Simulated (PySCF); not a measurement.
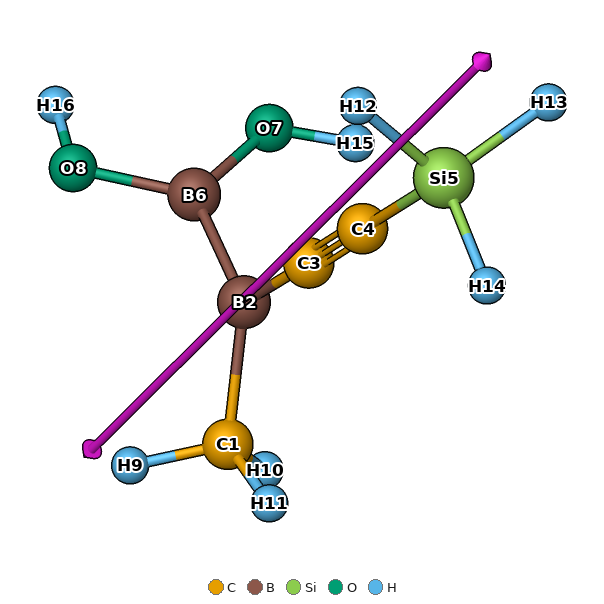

The double arrow shows the direction of the transition dipole to excited singlet state 7 (its length means nothing). Computed geometry: GFN2-xTB optimisation. No frequency run is at hand to confirm it as a minimum. Properties computed with TDDFT ωB97X-D/def2-SVPD, vertical, gas phase, core orbitals frozen in the response (PySCF 2.14.0).

### How is the transition polarised?

Nearly parallel to the C3–C4 bond.

### Where does the transition lie, and how strong is it?

7.03 eV (176 nm), oscillator strength 0.18, mainly HOMO → LUMO+1 (weight 0.79); transition dipole 2.59 D.

The geometry is semi-empirical. Around B, Si such bond lengths and angles can be off by a tenth of an ångström or more and by several degrees, and values that hang on the shape move with them.
